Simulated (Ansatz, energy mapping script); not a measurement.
# TlCrCl3 in a distorted perovskite structure: J from the energies of magnetic orders (octahedra turned by 18°)

How strongly do the moments of TlCrCl3 in a distorted perovskite structure couple under PBEsol+U (3.32 eV)? The plan is to run several orders and fit a Heisenberg model.

Method: PBEsol with U = 3.32 eV on Cr d, ortho-atomic projectors; plane waves, U on orthogonalised atomic orbitals unless named otherwise, collinear spin, no spin–orbit coupling, in Ansatz 0.2.0.

## Step 1: Starting point

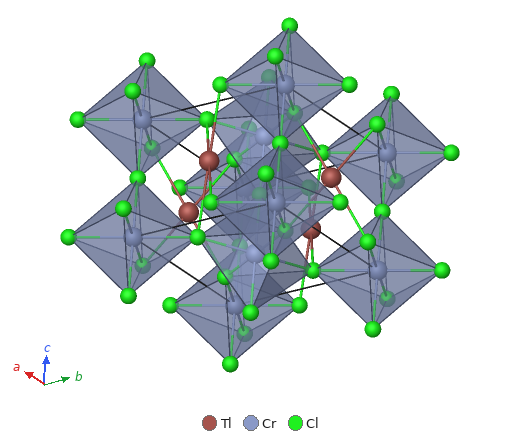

The cell as given, from a free direction (thallium brown, chromium light blue, chlorine green). Some periodic images of atoms are drawn too.

As a file:

```cif
data_structure
_symmetry_space_group_name_H-M 'P 1'
_symmetry_Int_Tables_number 1
_cell_length_a 6.6036
_cell_length_b 6.6036
_cell_length_c 4.9097
_cell_angle_alpha 90.000
_cell_angle_beta 90.000
_cell_angle_gamma 90.000
_cell_volume 214.10
loop_
_atom_site_label
_atom_site_type_symbol
_atom_site_fract_x
_atom_site_fract_y
_atom_site_fract_z
_atom_site_occupancy
Tl1 Tl 0.00000 0.50000 0.50000 1
Tl2 Tl 0.50000 0.00000 0.50000 1
Cr3 Cr 0.00000 0.00000 0.00000 1
Cr4 Cr 0.50000 0.50000 0.00000 1
Cl5 Cl 0.00000 0.00000 0.50000 1
Cl6 Cl 0.50000 0.50000 0.50000 1
Cl7 Cl 0.33123 0.16877 0.00000 1
Cl8 Cl 0.66877 0.83123 0.00000 1
Cl9 Cl 0.16877 0.66877 0.00000 1
Cl10 Cl 0.83123 0.33123 0.00000 1
```

This cell was built for the study (perovskite prototype, lattice guessed from radii), not taken from an experiment; the compound need not form in this structure.

The parent cell was relaxed beforehand in Ansatz under PBEsol with U = 3.15 eV on Cr d, ortho-atomic projectors, from parallel moments.

This cell differs from the relaxed one by: octahedra turned by 18°. The bonds from the magnetic cation to the anions keep their length, so the cell shrinks in the plane.

The U corrects the self-interaction that lets semilocal functionals spread d and f electrons too far. Its value here is typed, not computed.

## Step 2: A run to fix the orbital filling

A corrected shell can settle in several orbital fillings. One parallel run, with an occupation width a fifth wider than the orders use, therefore is to supply the occupation matrices.

input.yaml

```yaml
crystal:
  lattice:
    - [4.6694366824, 4.6694366824, 0.0]
    - [-4.6694366824, 4.6694366824, 0.0]
    - [0.0, 0.0, 4.90973628]
  atoms:
    - { symbol: Tl, position: [0.0, 0.5, 0.5] }
    - { symbol: Tl, position: [0.5, 0.0, 0.5] }
    - { symbol: Cr, position: [0.0, 0.0, 0.0], spin: 3.0 }
    - { symbol: Cr, position: [0.5, 0.5, 0.0], spin: 3.0 }
    - { symbol: Cl, position: [0.0, 0.0, 0.5] }
    - { symbol: Cl, position: [0.5, 0.5, 0.5] }
    - { symbol: Cl, position: [0.331229924, 0.168770076, 0.0] }
    - { symbol: Cl, position: [0.668770076, 0.831229924, 0.0] }
    - { symbol: Cl, position: [0.168770076, 0.668770076, 0.0] }
    - { symbol: Cl, position: [0.831229924, 0.331229924, 0.0] }
magnetization:
  spin_polarized: true
kpoints:
  mp_grid: { grid: [6, 6, 8] }
hamiltonian:
  xc: pbesol
  hubbard:
    sites: [{ species: Cr, l: d, u_eff: 3.32 }]
    projectors: ortho-atomic
scf:
  occupations: { method: fermi_dirac, width: 0.06 }
output:
  eigenvalues: true
```

Launch:

```sh
ansatz run input.yaml --threads 4 --pin off --max-ram 8192MiB --backend cpu --events-out ev --progress --plain --runs-dir out
```

Numbers of over 12 decimals in the logs are rounded to 6 here.

Log:

```text
Engine: ansatz 0.2.0, aarch64-unknown-linux-gnu
Pseudopotentials: kind: paw
Pseudopotential: Tl, paw, valence charge 13, recommended cutoff 420 eV (normal), Tl.paw.azcp
Pseudopotential: Cr, paw, valence charge 14, recommended cutoff 420 eV (normal), Cr.paw.azcp
Pseudopotential: Cl, paw, valence charge 7, recommended cutoff 420 eV (normal), Cl.paw.azcp
Functional definition: PBEsol
  exchange = pbesol_x
  correlation = pbesol_c
Crystal: 10 atoms, lattice volume = 214.100 Å³
Basis set: ecut = 420 eV, 4169 PW (Γ)
Bands: 62, of which v1, the nominal top of the filled ones, is band 48 counted from 1 (47 counted from 0)
Symmetry: 16 space group operations
Space group: P4/mbm (ITA 127), of the structure as read, at distance tolerance 6.0e-5 Å
Magnetic group: BNS 127.387 (UNI 1047), of the structure as read, at distance tolerance 6.0e-5 Å
k-points: 50 of 288
Non-local potential: Tl, projectors of the file, l = 0: 2, l = 1: 2, l = 2: 2, l = 3: 1
Non-local potential: Cr, projectors of the file, l = 0: 3, l = 1: 2, l = 2: 3, l = 3: 1
Non-local potential: Cl, projectors of the file, l = 0: 2, l = 1: 2, l = 2: 2
PAW form: soft (Blöchl's): semilocal exchange-correlation on the pseudo side does not see the compensation charge
PAW frozen core: Tl, regenerated for the run's functional, and the local potential with it (the file was generated under x = pbe(κ = 0.804, μ = 0.219515), c = pbe(β = 0.066725))
PAW frozen core: Cr, regenerated for the run's functional, and the local potential with it (the file was generated under x = pbe(κ = 0.804, μ = 0.219515), c = pbe(β = 0.066725))
PAW frozen core: Cl, regenerated for the run's functional, and the local potential with it (the file was generated under x = pbe(κ = 0.804, μ = 0.219515), c = pbe(β = 0.066725))
PAW one-centre angular grid: Tl, 590 points (default); XC on 64 Gauss nodes
PAW one-centre angular grid: Cr, 590 points (default); XC on 64 Gauss nodes
PAW one-centre angular grid: Cl, 110 points (default); XC on 64 Gauss nodes
Initial density: superposition of atomic densities (chi_scale 0.1, normalization cell, long waves kept (reshape's long-wave potential 0.02 eV rms))
Starting moments: Σ|m| = 6 μB on 2 of 10 sites
Initial wavefunctions: pseudopotential atomic-orbital guess
Functional: x = pbesol(κ = 0.804, μ = 0.123457), c = pbesol(β = 0.046)
SCF iter   1: F=—  HF=-35661.478228 eV  |F-HF|=—  |Δ(HF+E_count)|=         —  Δρ=5.17e-2 (↑5.17e-2 ↓2.46e-2)  dr2=1.04e1  dr2_m=1.56e0  M=8.000 μB ∫|m|=8.532 μB  β_m=1.00  ethr=3.10e-3  ⟨swp⟩=6.6  Hψ=22763  notcnv=0  defer=15
preconditioner: auto → Kerker (q_TF=auto, 2.387 Å⁻¹)  [metal: Δε(μ)=0.029 eV  Ē_g=11.028 eV  σ=0.060 eV  W_gap=0.12  n_scr=46 (ndim 8)  ℏωp=22.7 eV  f_vac=0.000  D(μ)=2.76/eV (n_scr^D=10)]
spin=Collinear: Kerker preconditioning applied to the charge; magnetization (m = ρ↑ − ρ↓) channel mixes plain (no charge-response kernel on spin).
SCF iter   2: F=—  HF=-35660.267796 eV  |F-HF|=—  |Δ(HF+E_count)|=    1.21e0  Δρ=1.51e-2 (↑1.51e-2 ↓1.41e-2)  dr2=3.18e0  dr2_m=1.91e-2  M=8.000 μB ∫|m|=8.641 μB  β_m=1.00  ethr=3.10e-3  ⟨swp⟩=2.5  Hψ=11932  notcnv=0  defer=481
SCF iter   3: F=—  HF=-35660.085715 eV  |F-HF|=—  |Δ(HF+E_count)|=   1.82e-1  Δρ=8.53e-3 (↑8.53e-3 ↓6.59e-3)  dr2=9.43e-1  dr2_m=1.09e-2  M=8.000 μB ∫|m|=8.597 μB  β_m=0.30  ethr=3.10e-3  ⟨swp⟩=2.5  Hψ=10112  notcnv=0  defer=481
SCF iter   4: F=—  HF=-35660.080892 eV  |F-HF|=—  |Δ(HF+E_count)|=   4.82e-3  Δρ=4.22e-3 (↑4.22e-3 ↓4.04e-3)  dr2=2.02e-1  dr2_m=2.28e-3  M=8.000 μB ∫|m|=8.577 μB  β_m=0.30  ethr=9.82e-4  ⟨swp⟩=3.0  Hψ=12134  notcnv=0  defer=490
SCF iter   5: F=—  HF=-35660.140334 eV  |F-HF|=—  |Δ(HF+E_count)|=   5.94e-2  Δρ=2.20e-3 (↑2.20e-3 ↓2.03e-3)  dr2=4.73e-2  dr2_m=7.61e-4  M=8.000 μB ∫|m|=8.604 μB  β_m=1.00  ethr=2.10e-4  ⟨swp⟩=3.0  Hψ=9687  notcnv=0  defer=486
SCF iter   6: F=—  HF=-35660.180733 eV  |F-HF|=—  |Δ(HF+E_count)|=   4.04e-2  Δρ=1.36e-3 (↑1.36e-3 ↓1.26e-3)  dr2=1.00e-2  dr2_m=4.43e-5  M=8.000 μB ∫|m|=8.607 μB  β_m=1.00  ethr=4.93e-5  ⟨swp⟩=2.9  Hψ=11365  notcnv=0  defer=498
SCF iter   7: F=—  HF=-35660.216065 eV  |F-HF|=—  |Δ(HF+E_count)|=   3.53e-2  Δρ=8.75e-4 (↑8.75e-4 ↓4.07e-4)  dr2=4.34e-3  dr2_m=1.97e-4  M=8.000 μB ∫|m|=8.600 μB  β_m=0.30  ethr=1.04e-5  ⟨swp⟩=2.0  Hψ=11042  notcnv=0  defer=498
Mixer restart at iter 7: flushing history
spin-set hold released at iteration 7 (site moments contracting): the magnetisation degrees of freedom join the quasi-Newton model from the next iteration; the mixer history was flushed
SCF iter   8: F=—  HF=-35660.230779 eV  |F-HF|=—  |Δ(HF+E_count)|=   1.47e-2  Δρ=3.59e-4 (↑3.59e-4 ↓3.18e-4)  dr2=2.09e-3  dr2_m=1.19e-5  M=8.000 μB ∫|m|=8.603 μB  β_m=0.64  ethr=4.52e-6  ⟨swp⟩=2.0  Hψ=8652  notcnv=0  defer=498
SCF iter   9: F=—  HF=-35660.246202 eV  |F-HF|=—  |Δ(HF+E_count)|=   1.54e-2  Δρ=4.29e-4 (↑4.29e-4 ↓1.86e-4)  dr2=1.40e-3  dr2_m=4.82e-5  M=8.000 μB ∫|m|=8.599 μB  β_m=0.60  ethr=2.18e-6  ⟨swp⟩=2.2  Hψ=9351  notcnv=0  defer=498
[...]
SCF 1 converged in 17 iterations: F = -35660.246175 eV  dr2 = 1.28e-8
[...]
Starting moments: Σ|m| = 6 μB on 2 of 10 sites; this step starts from the density that it was given
[...]
spin=Collinear: Kerker preconditioning applied to the charge; magnetization (m = ρ↑ − ρ↓) channel mixes plain (no charge-response kernel on spin).
[...]
SCF 2 converged in 6 iterations: F = -35660.246175 eV  dr2 = 2.54e-9
[...]
Symmetry: 8 space group operations
k-points: 65 of 288
[...]
spin=Collinear: Kerker preconditioning applied to the charge; magnetization (m = ρ↑ − ρ↓) channel mixes plain (no charge-response kernel on spin).
[...]
SCF 3 converged in 6 iterations: F = -35660.246175 eV  dr2 = 1.24e-9
an SCF from another whole filling of 2 corrected shells (2 electrons), with the run's symmetry operations kept, reached no lower state that the run goes on to. This is no proof of a minimum. Whole fillings of corrected shells: 2 of 2 tried, 0 with no close
k-points: 80 of 288
[...]
spin=Collinear: Kerker preconditioning applied to the charge; magnetization (m = ρ↑ − ρ↓) channel mixes plain (no charge-response kernel on spin).
```

It took 6.8 min on 4 threads of Arm Neoverse V2, shared host; peak memory 4.4 GiB.

The run was stopped unfinished when the time set aside for it ran out, so what it printed is not taken as a result.

No matrices came of it, so the orders below start without them.

## Step 3: Run 1 (parallel; cell A, 10 atoms)

The parallel order is the zero of energy for this cell and mesh.

input.yaml

```yaml
crystal:
  lattice:
    - [0.0, 0.0, 4.90973628]
    - [4.6694366824, 4.6694366824, 0.0]
    - [-4.6694366824, 4.6694366824, 0.0]
  atoms:
    - { symbol: Tl, position: [0.5, 0.0, 0.5] }
    - { symbol: Tl, position: [0.5, 0.5, 0.0] }
    - { symbol: Cr, position: [0.0, 0.0, 0.0], spin: 3.0 }
    - { symbol: Cr, position: [0.0, 0.5, 0.5], spin: 3.0 }
    - { symbol: Cl, position: [0.5, 0.0, 0.0] }
    - { symbol: Cl, position: [0.5, 0.5, 0.5] }
    - { symbol: Cl, position: [0.0, 0.331229924, 0.168770076] }
    - { symbol: Cl, position: [0.0, 0.668770076, 0.831229924] }
    - { symbol: Cl, position: [0.0, 0.168770076, 0.668770076] }
    - { symbol: Cl, position: [0.0, 0.831229924, 0.331229924] }
magnetization:
  spin_polarized: true
kpoints:
  mp_grid: { grid: [8, 5, 5] }
hamiltonian:
  xc: pbesol
  hubbard:
    sites: [{ species: Cr, l: d, u_eff: 3.32 }]
    projectors: ortho-atomic
scf:
  occupations: { method: fermi_dirac, width: 0.05 }
output:
  eigenvalues: true
```

Log:

```text
[...]
Crystal: 10 atoms, lattice volume = 214.100 Å³
Basis set: ecut = 420 eV, 4169 PW (Γ)
Bands: 62, of which v1, the nominal top of the filled ones, is band 48 counted from 1 (47 counted from 0)
[... 1 set-up line as in the run before ...]
[...]
k-points: 30 of 200
[...]
Starting moments: Σ|m| = 6 μB on 2 of 10 sites
[...]
SCF iter   1: F=—  HF=-35661.480334 eV  |F-HF|=—  |Δ(HF+E_count)|=         —  Δρ=5.17e-2 (↑5.17e-2 ↓2.47e-2)  dr2=1.04e1  dr2_m=1.55e0  M=8.000 μB ∫|m|=8.533 μB  β_m=1.00  ethr=3.10e-3  ⟨swp⟩=6.5  Hψ=13693  notcnv=0  defer=10
[...]
SCF iter  15: F=-35660.247412 eV  HF=-35660.247412 eV  |F-HF|=3.19e-9  |Δ(HF+E_count)|=   4.19e-8  Δρ=2.08e-6 (↑2.08e-6 ↓5.52e-7)  dr2=6.46e-9  dr2_m=2.05e-9  M=8.000 μB ∫|m|=8.606 μB  ethr=1.01e-10  ⟨swp⟩=1.0  Hψ=9415  notcnv=0
SCF 1 converged in 15 iterations: F = -35660.247412 eV  dr2 = 6.46e-9
[...]
SCF iter   1: F=—  HF=-35659.956075 eV  |F-HF|=—  |Δ(HF+E_count)|=         —  Δρ=2.46e-2 (↑2.46e-2 ↓1.37e-6)  dr2=6.63e-1  dr2_m=2.97e-1  M=8.000 μB ∫|m|=8.204 μB  ethr=1.04e-6  ⟨swp⟩=1.0  Hψ=25790  notcnv=0
[...]
SCF iter   6: F=-35660.247412 eV  HF=-35660.247412 eV  |F-HF|=1.67e-9  |Δ(HF+E_count)|=    0.00e0  Δρ=6.81e-7 (↑6.81e-7 ↓3.66e-7)  dr2=1.68e-9  dr2_m=1.25e-10  M=8.000 μB ∫|m|=8.606 μB  ethr=1.76e-12  ⟨swp⟩=1.0  Hψ=11762  notcnv=0
SCF 2 converged in 6 iterations: F = -35660.247412 eV  dr2 = 1.68e-9
[... 1 set-up line as in the run before ...]
k-points: 45 of 200
SCF iter   1: F=—  HF=-35659.947551 eV  |F-HF|=—  |Δ(HF+E_count)|=         —  Δρ=2.49e-2 (↑2.49e-2 ↓1.40e-6)  dr2=6.97e-1  dr2_m=3.04e-1  M=8.000 μB ∫|m|=8.218 μB  ethr=1.04e-6  ⟨swp⟩=1.0  Hψ=38676  notcnv=0
[...]
SCF iter   6: F=-35660.247412 eV  HF=-35660.247412 eV  |F-HF|=2.02e-9  |Δ(HF+E_count)|=  1.46e-11  Δρ=5.44e-7 (↑5.44e-7 ↓4.80e-7)  dr2=2.16e-9  dr2_m=2.44e-11  M=8.000 μB ∫|m|=8.606 μB  ethr=2.27e-12  ⟨swp⟩=1.0  Hψ=17445  notcnv=0
SCF 3 converged in 6 iterations: F = -35660.247412 eV  dr2 = 2.16e-9
[...]
k-points: 35 of 200
[...]
SCF iter   6: F=-35660.247554 eV  HF=-35660.247554 eV  |F-HF|=9.67e-9  |Δ(HF+E_count)|=  8.00e-11  Δρ=1.57e-6 (↑1.57e-6 ↓3.26e-7)  dr2=1.15e-8  dr2_m=1.11e-9  M=8.000 μB ∫|m|=8.602 μB  ethr=1.20e-11  ⟨swp⟩=1.0  Hψ=12281  notcnv=0
SCF 4 converged in 6 iterations: F = -35660.247554 eV  dr2 = 1.15e-8
an SCF along what the orbitals of the run's state read of its open shells (or to have them read: on a GPU, or by another smearing), with 8 of the crystal's symmetry operations given up (35 k-points in place of 30), reached no lower state that the run goes on to. This is no proof of a minimum
[...]
SCF iter   4: F=-35660.247412 eV  HF=-35660.247412 eV  |F-HF|=7.86e-10  |Δ(HF+E_count)|=   1.85e-7  Δρ=6.70e-7 (↑6.70e-7 ↓5.96e-7)  dr2=1.69e-9  dr2_m=3.05e-10  M=8.000 μB ∫|m|=8.605 μB  ethr=1.04e-10  ⟨swp⟩=2.0  Hψ=12922  notcnv=0
[...]
SCF converged after 15 iterations
an eigenvalue changed by more than its tolerance at an iteration that met the thresholds in force, so the SCF went on 1 time: the last check found none over its tolerance
Magnetization: 8.0000 μB (52.0000 up, 44.0000 down)
Absolute magnetization: 8.6006 μB (∫|ρ↑−ρ↓|, with the PAW one-centre terms)
[...]
Per-site moments (μB) at R_I (Å): [(0.00437816, 1.203379), (0.00437816, 1.203379), (3.541802, 1.012633), (3.541802, 1.012633), (-0.021820, 1.01263310775), (-0.021820, 1.01263310775), (-0.034977, 1.012633), (-0.034977, 1.012633), (-0.034977, 1.012633), (-0.034977, 1.012633)]
Free energy (F): -35660.247412 eV
[...]
Internal energy: -35660.233847 eV  (E = F + TS)
E sigma→0 (E₀):  -35660.240629 eV
Entropy (-TS):   -0.013565 eV (-1.357 meV/atom)
Fermi energy:    7.775601 eV
[...]
--- Band table (eV; the first three rows and the last of 60) ---
  k-point 0 ↑: bands = [... 44 lower, 4.8276, 5.2178, 5.2178, 5.7762, 5.9926, 5.9926, 6.5966, 6.7907, ... 10 higher]
  k-point 1 ↑: bands = [... 44 lower, 5.2569, 5.2592, 5.4984, 5.9025, 5.9034, 5.9461, 6.6295, 6.7766, ... 10 higher]
  k-point 2 ↑: bands = [... 44 lower, 5.6034, 5.6139, 5.6768, 5.6897, 5.9003, 6.0427, 6.6860, 6.7395, ... 10 higher]
  k-point 29 ↓: bands = [... 44 lower, 10.3073, 10.3435, 11.1660, 11.2710, 11.7679, 11.8061, 11.8080, 11.9078, ... 10 higher]
Occupation matrices written to <dir>
```

Elapsed: 6.3 min, on 4 threads; peak memory 3.2 GiB.

Spin moment in the sphere by atom:

```tsv
atom	spin moment in the sphere (μB)
Tl1	0.00
Tl2	0.00
Cr3	3.54
Cr4	3.54
Cl5	-0.02
Cl6	-0.02
Cl7	-0.03
Cl8	-0.03
Cl9	-0.03
Cl10	-0.03
```

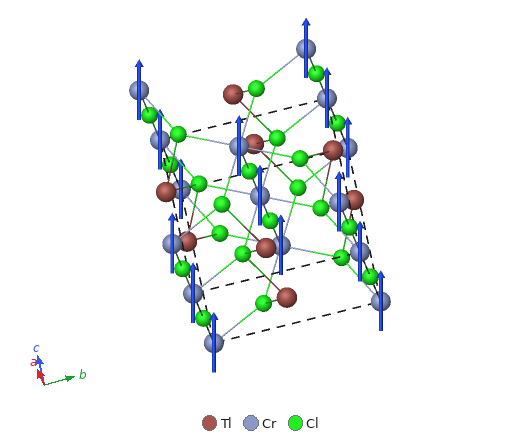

Spin moment in the sphere as arrows, the longest 3.54 μB. Up and down stand for the sign. Arrows give size and sign along the axis of quantisation, drawn up and down the page. 2×1×1 cells are drawn. Some periodic images of atoms are drawn too.

The run ends ferromagnetic.

## Step 4: Order 2: compensated +−, cell A of 10 atoms

Reversing part of the moments probes the couplings between the two sets.

input.yaml: that of step 3 with these lines changed.

```diff
@@ -9,3 +9,3 @@
     - { symbol: Cr, position: [0.0, 0.0, 0.0], spin: 3.0 }
-    - { symbol: Cr, position: [0.0, 0.5, 0.5], spin: 3.0 }
+    - { symbol: Cr, position: [0.0, 0.5, 0.5], spin: -3.0 }
     - { symbol: Cl, position: [0.5, 0.0, 0.0] }
```

Log:

```text
[... 8 set-up lines as in the run before ...]
Crystal: 10 atoms, lattice volume = 214.100 Å³
Basis set: ecut = 420 eV, 4169 PW (Γ)
Bands: 62, of which v1, the nominal top of the filled ones, is band 48 counted from 1 (47 counted from 0)
[... 1 set-up line as in the run before ...]
Space group: P4/m (ITA 83), of the structure as read, at distance tolerance 6.0e-5 Å
Magnetic group: BNS 127.393 (UNI 1053), of the structure as read, at distance tolerance 6.0e-5 Å
k-points: 35 of 200
[... 11 set-up lines as in the run before ...]
Starting moments: Σ|m| = 6 μB on 2 of 10 sites
Starting magnetic order: altermagnet, g-wave, planar spin-momentum locking; spin-degenerate planes through Γ normal to [0 0 1], [0 1 -1], [0 1 0], [0 1 1] of the run's lattice
[... 2 set-up lines as in the run before ...]
SCF iter   1: F=—  HF=-35661.129060 eV  |F-HF|=—  |Δ(HF+E_count)|=         —  Δρ=4.00e-2 (↑3.99e-2 ↓4.00e-2)  dr2=1.07e1  dr2_m=1.41e0  M=-0.003 μB ∫|m|=8.320 μB  β_m=1.00  ethr=3.10e-3  ⟨swp⟩=5.9  Hψ=15449  notcnv=0  defer=55
[...]
WARN: an SCF from ferromagnetic starting moments (0.00, 0.00, -3.84, -3.55, 0.00, 0.00, 0.00, 0.00, 0.00, 0.00 Bohr magnetons, atom by atom) was not made, by what the run has read of turns of its moments that order reads lower: the deck asks for what bars it, or types moments that do (magnetization.spin_polarized, in the input reference, names some of the keys), or the run goes by scf.lower_state_search: light, the default, which as a rule tries one only behind a close that has lost an order of both signs, or on which an open d or half-filled 4f shell of a PAW file has lost a moment that was set nearer to Hund's than to what is left; [rest of the remark cut]
SCF converged after 2 iterations
Magnetization: 0.0000 μB (48.0000 up, 48.0000 down)
Absolute magnetization: 8.1523 μB (∫|ρ↑−ρ↓|, with the PAW one-centre terms)
Spin contamination: 4.0450 ħ² per cell (⟨S²⟩ above its minimum at these occupations)
Per-site moments (μB) at R_I (Å): [(-3.8456589032456876e-5, 1.203379), (3.851662025784387e-5, 1.203379), (3.439228, 1.012633), (-3.439231, 1.012633), (0.012332, 1.01263310775), (-0.012333, 1.01263310775), (-0.031816, 1.012633), (-0.031816, 1.012633), (0.031816, 1.012633), (0.031816, 1.012633)]
Free energy (F): -35660.075407 eV
Harris-Foulkes:  -35660.075407 eV  (|F-HF|=1.31e-9)
Internal energy: -35660.075024 eV  (E = F + TS)
E sigma→0 (E₀):  -35660.075216 eV
Entropy (-TS):   -0.000383 eV (-0.038 meV/atom)
Fermi energy:    7.900632 eV
--- Per-component energies (eV) ---
  E_band       = -630.386765
  E_kinetic    = 2320.318036
  E_local      = -7166.305312  (includes V_loc(G=0)·N_el)
  E_nonlocal   = 989.023905
  E_hartree    = 2808.777432
  E_xc         = -1370.905620
  E_vxc        = -1367.385135  (∫ρ·V_xc dr)
  E_hubbard    = 2.058107  (on-site DFT+U / exact-exchange correction)
  E_vhub       = -11.209729  (the Hubbard potential's part of the band-sum identity)
  E_paw        = -26224.523668  (= ΣΔE_a)
  E_vpaw       = -1012.385920  (= ΣTr[D̂ρ^β])
  E_aug_tail   = 0.001307  (compensation charges beyond the density's cutoff)
  E_ewald      = -7019.386334
  E_core_change = 0.867122  (= ΣΔE_core)
  E_smearing   = -0.000383  (= −TS)
  E_closure    = 0.000000  (closes the sum)
  Σ components = -35660.075407   (vs F -35660.075407, Δ=0.00e0)
--- Band table (eV; the first three rows and the last of 130) ---
  k-point 0 ↑: bands = [... 44 lower, 5.2519, 5.4707, 5.4782, 6.2065, 8.1344, 10.6379, 10.8602, 11.1896, ... 10 higher]
  k-point 1 ↑: bands = [... 44 lower, 5.4148, 5.4208, 5.6549, 6.2407, 8.2114, 10.6143, 10.8312, 11.1255, ... 10 higher]
  k-point 2 ↑: bands = [... 44 lower, 5.5187, 5.8482, 5.9125, 6.2728, 8.3277, 10.5287, 10.7624, 10.7869, ... 10 higher]
  k-point 64 ↓: bands = [... 44 lower, 5.7787, 6.6243, 6.8105, 7.5228, 8.8635, 10.7057, 10.7228, 11.1006, ... 10 higher]
Occupation matrices written to <dir>
Error: SIGTERM received: cancelled ahead of the end of the searches for a lower state and the checks behind the self-consistent cycle: the result that stood is reported, with what was made of it, and may lie above the state on which the run would have ended. A resume of <dir> goes on from the state saved last, or from a result that was left at `state.next`, and makes the searches and checks that nothing else bars: give the resume the same folder of runs
Name the folder of runs with --runs-dir
```

Wall time 7 min (4 threads); peak memory 4.5 GiB.

The run was stopped unfinished when the time set aside for it ran out, so what it printed is not taken as a result.

## Step 5: Mapping onto a Heisenberg model

Each energy difference is a sum of couplings weighted by the pairs that the order reverses. A few near shells are fitted to the differences by least squares. Energies are those extrapolated to zero occupation width, not the free energies F.

The orders that converged (zero: parallel moments in the same cell):

```tsv
order	atoms	energy (meV a magnetic atom)	moments (μB)	moments kept as typed
parallel	10	0.00	3.54	yes
```

No pair of orders in one cell converged with its signs kept, so no coupling can be fitted.

## Step 6: Summary of results

* couplings: not obtained

Too few runs finished in the time allowed to form a difference.

[Logs and program files are shortened in this print: banners, set-up blocks, solver, clock and traceback lines can be left out without a mark of their own.]

[Logs are printed without paths, hosts, clocks, repeated set-up lines and the standing remarks that a program may print on its own settings, such as how far it seeks lower states.]

[Hosts, paths, dates, database ids (printed as entryN), source tags and the programs' standing remarks are cut or masked in the printed files.]

[Where a cell is said to come from a database of computed structures, the database is the Materials Project.]
